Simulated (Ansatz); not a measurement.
A series of calculations on SiH₄SOF

Part 1: Relaxation

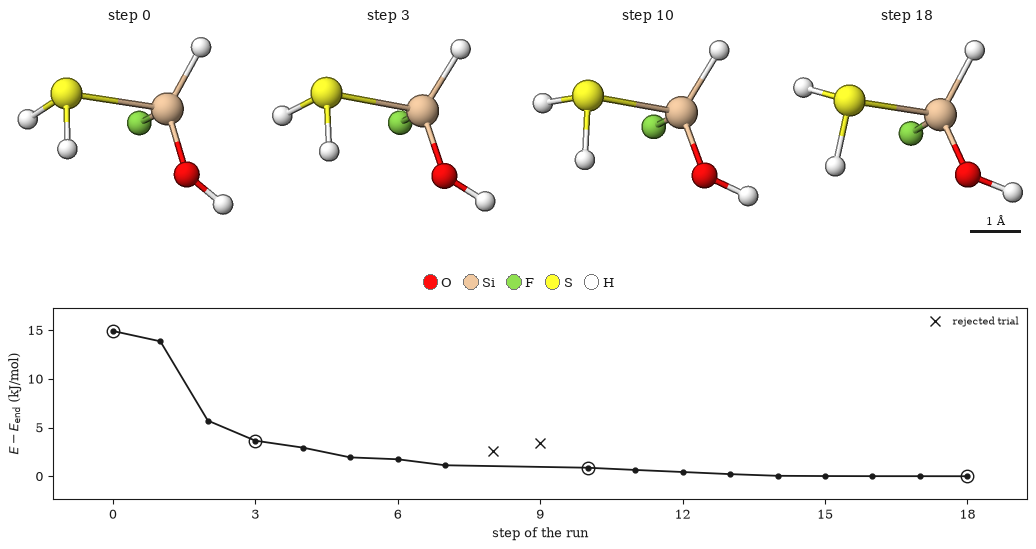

Frames of a relaxation of SiH₄SOF (charge +1), marked on the history of the run. The picture is a ball-and-stick view, seen from a free direction.

The run prepares an end point of a later path (inversion) calculation, from a guessed geometry.

The calculation used Ansatz, RKS LDA/6-31G*. Set-up: no spin polarisation; force threshold 0.015 eV/Å; at most 40 steps.

Describe the path.

Answer. The energy falls by 14.9 kJ/mol in 16 accepted moves (18 points after the start). Largest force component: 1.7 eV/Å at the start, 0.0072 eV/Å at the end. The line search rejected the trial steps at points 8, 9 of the run. The forces were under the threshold at step 14, but the run went on from there. An H atom moves most after the best rigid fit: 0.67 Å. By element the largest moves are H 0.67 Å, S 0.26 Å, F 0.24 Å, Si 0.14 Å, O 0.14 Å. Near-neighbour distances that change, for instance: S–Si 2.346 → 2.279 Å, H–Si 1.432 → 1.481 Å, H–S 1.339 → 1.369 Å, O–Si 1.580 → 1.607 Å. Among the angles between lasting bonds that change: Si–O–H 133.7° → 125.4°, F–Si–S 98.0° → 103.6°, O–Si–H 125.6° → 120.8°. Groups turn about S–Si by about 40°. Cost: 39 s on 1 thread of Arm Neoverse V1, with other jobs on the host, peak memory 0.14 GiB. From step 0 to 3: an H atom moves most (0.12 Å), energy −11.3 kJ/mol. From step 3 to 10: an H atom moves most (0.26 Å), energy −2.78 kJ/mol. From step 10 to 18: H atoms move most (0.33 Å), energy −0.87 kJ/mol.

| step | E − E(0), kJ/mol | largest force component, eV/Å | note |
| --- | --- | --- | --- |
| 0 | 0.00 | 1.6655 |  |
| 1 | -1.06 | 0.8198 |  |
| 2 | -9.20 | 0.5755 |  |
| 3 | -11.26 | 0.4006 |  |
| 4 | -11.97 | 0.4104 |  |
| 5 | -12.98 | 0.1659 |  |
| 6 | -13.17 | 0.1274 |  |
| 7 | -13.79 | 0.1363 |  |
| 8 | -12.31 | 0.8751 | rejected |
| 9 | -11.52 | 0.3622 | rejected |
| 10 | -14.04 | 0.0402 |  |
| 11 | -14.27 | 0.2545 |  |
| 12 | -14.48 | 0.1579 |  |
| 13 | -14.70 | 0.0968 |  |
| 14 | -14.87 | 0.0118 |  |
| 15 | -14.89 | 0.0673 |  |
| 16 | -14.90 | 0.0222 |  |
| 17 | -14.91 | 0.0156 |  |
| 18 | -14.91 | 0.0072 |  |

Part 2: Relaxation

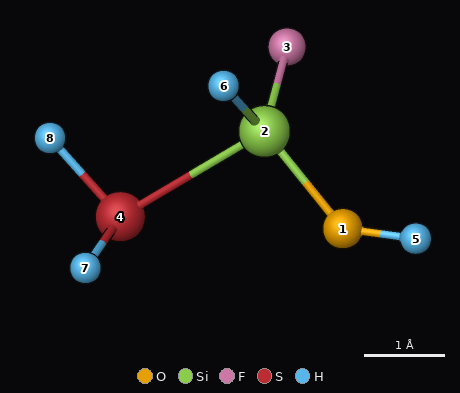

SiH4SOF (charge +1), before the relaxation. The picture is a ball-and-stick view, seen at a tilt.

The run prepares an end point of a later path (inversion) calculation, from a guessed geometry.

These are results of Ansatz 0.2.0, RKS LDA/6-31G*, not measurements.

The input:
```yaml
crystal:
  periodic: [false, false, false]
  atoms:
    - { symbol: O, position_ang: [0.04175, 1.13037, -0.93211] }
    - { symbol: Si, position_ang: [0.4533, 0.54739, 0.47776] }
    - { symbol: F, position_ang: [-0.69708, 0.72717, 1.5511] }
    - { symbol: S, position_ang: [0.05553, -1.70249, -0.056] }
    - { symbol: H, position_ang: [-0.02956, 2.01903, -1.28752] }
    - { symbol: H, position_ang: [1.76845, 0.57995, 1.04215] }
    - { symbol: H, position_ang: [1.21468, -1.93718, -0.68329] }
    - { symbol: H, position_ang: [0.48287, -2.2329, 1.09771] }
total_charge: 1
basis:
  gaussian: { orbitals: "6-31G*" }
hamiltonian:
  xc: lda
relax:
  f_tol: 0.015
  max_steps: 40
output:
  orbitals: {}
```

Command:
```bash
ansatz run input.yaml --threads 1 --pin off --max-ram 2048MiB --backend cpu --events-out ev --progress --plain --runs-dir out
```

What does the optimiser find from here?

Answer. The largest move after the best rigid fit is that of H7, 0.20 Å. Largest moves by element: H 0.20 Å, O 0.12 Å, Si 0.08 Å, S 0.08 Å, F 0.07 Å. Near-neighbour distances that change, for instance: Si2–S4 2.346 → 2.280 Å, Si2–H6 1.432 → 1.483 Å, S4–H7 1.339 → 1.368 Å, O1–Si2 1.580 → 1.603 Å. Among the angles between lasting bonds that change: Si2–O1–H5 133.7° → 127.0°, O1–Si2–F3 111.9° → 117.8°, O1–Si2–H6 125.6° → 119.9°. The energy falls by 0.129 eV in 11 geometry steps. Largest force component: 1.8 eV/Å at the start, 0.013 eV/Å at the end.

History of the run:

```tsv
step	E − E(0), eV	largest force component, eV/Å
0	0.0000	1.7785
1	-0.0515	0.3890
2	-0.1030	0.4257
3	-0.1131	0.3001
4	-0.1172	0.5304
5	-0.1273	0.1413
6	-0.1284	0.0170
7	-0.1286	0.0332
8	-0.1287	0.0424
9	-0.1288	0.0389
10	-0.1288	0.0165
11	-0.1289	0.0134
```

Final geometry:

```xyz
8

O     0.0948    1.0267   -0.9770
Si    0.3840    0.5268    0.5182
F    -0.7416    0.7515    1.6003
S     0.0237   -1.6659    0.0093
H     0.0839    1.9523   -1.2982
H     1.7425    0.6700    1.0958
H     1.0908   -1.8580   -0.8249
H     0.6119   -2.2720    1.0863
```

After the run, drawn alike:

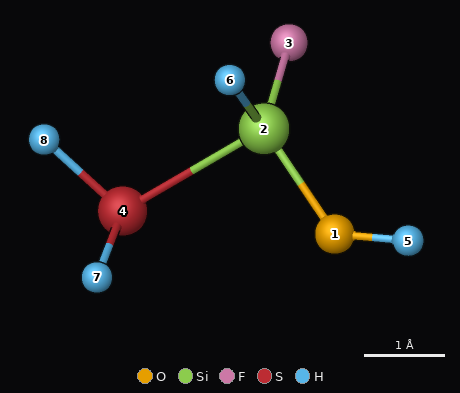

Part 3: Path

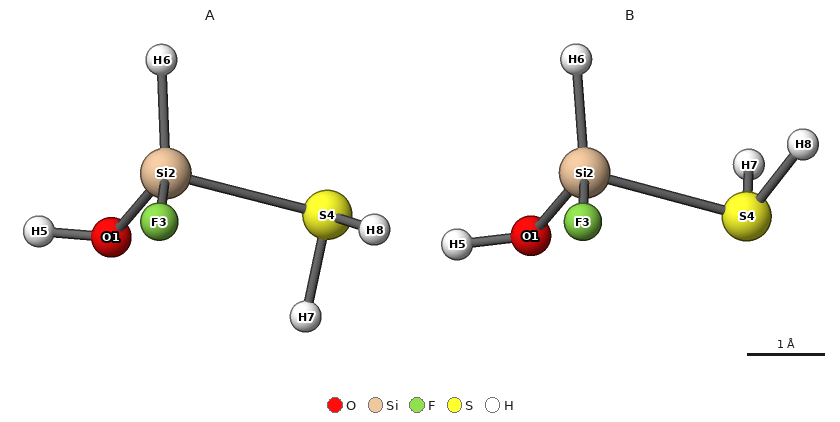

The two relaxed end points of a path for SiH4SOF (charge +1). A ball-and-stick model, seen from a free direction.

Method: Ansatz, RKS LDA/6-31G*.

Input
```yaml
crystal:
  periodic: [false, false, false]
  atoms:
    - { symbol: O, position_ang: [0.149308, 1.155327, -1.038504] }
    - { symbol: Si, position_ang: [0.317957, 0.535701, 0.435063] }
    - { symbol: F, position_ang: [-0.902635, 0.728612, 1.418494] }
    - { symbol: S, position_ang: [0.088608, -1.612288, -0.289754] }
    - { symbol: H, position_ang: [0.371731, 2.074957, -1.297348] }
    - { symbol: H, position_ang: [1.619872, 0.594845, 1.139338] }
    - { symbol: H, position_ang: [-0.983765, -1.345486, -1.098223] }
    - { symbol: H, position_ang: [-0.661075, -2.131667, 0.730944] }
total_charge: 1
basis:
  gaussian: { orbitals: "6-31G*" }
hamiltonian:
  xc: lda
neb:
  order_check: false
  images: 5
  f_tol: 0.03
  max_iterations: 60
  initial_path: idpp
  final_atoms:
    - { symbol: O, position_ang: [0.03822079, 1.28110561, -1.00953737] }
    - { symbol: Si, position_ang: [0.19805048, 0.57012412, 0.41808559] }
    - { symbol: F, position_ang: [-0.75004332, 1.04346259, 1.58659145] }
    - { symbol: S, position_ang: [-0.88698776, -1.32313765, -0.24139532] }
    - { symbol: H, position_ang: [0.32358608, 2.18615074, -1.25349171] }
    - { symbol: H, position_ang: [1.54680106, 0.20384783, 0.91461024] }
    - { symbol: H, position_ang: [0.02567515, -1.77089602, -1.15684316] }
    - { symbol: H, position_ang: [-0.49530146, -2.19065621, 0.74199027] }
```

Run as
```bash
ansatz run input.yaml --threads 1 --pin off --max-ram 2048MiB --backend cpu --events-out ev --progress --plain --runs-dir out
```

What barrier does the band find between them, and by what path?

The highest point, image 3, lies 0.68 eV above the start and 0.64 eV above the end; the end is at +0.04 eV relative to the start. The motion is an umbrella inversion at S4. No bond forms or breaks between the ends. Bond angles that change up to the highest image, for instance: Si2–S4–H7 94.8° → 125.0°, Si2–S4–H8 100.1° → 127.2°. The band converged in 13 iterations, with a climbing image at the top. At the top, the vibrational analysis gives one imaginary mode (598i cm⁻¹), as a transition state must have.

Energies of the converged images:

| image | path (Å) | E (eV) |
| --- | --- | --- |
| 0 | 0.00 | 0.000 |
| 1 | 0.47 | 0.024 |
| 2 | 0.94 | 0.255 |
| 3 | 1.42 | 0.680 |
| 4 | 1.79 | 0.360 |
| 5 | 2.17 | 0.089 |
| 6 | 2.55 | 0.040 |

The geometry at the top of the path:

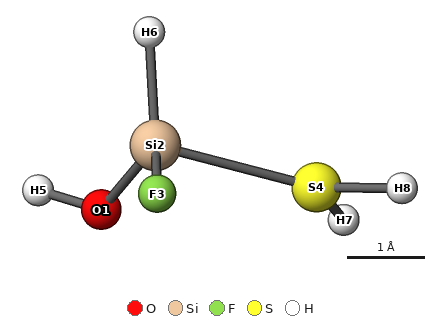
